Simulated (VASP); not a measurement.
Band structure of ZrZnNi4 (space group F-43m). These are PBEsol GGA, VASP's PBE PAW potentials (set 64) (plane waves; VASP) values and carry that method's errors.

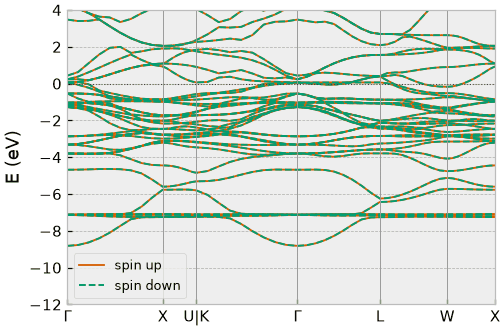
*Bands along high-symmetry lines, zero at the valence-band maximum or, without a gap, the Fermi level*

### Question
Read the plot: is there a gap, and where are the band edges?

### Answer
It has no gap at this level: it comes out as a metal or semimetal.

The structure comes from a measured ZrZnNi4 entry of the Crystallography Open Database, whose conditions weren't checked. The cell was not relaxed at this level.
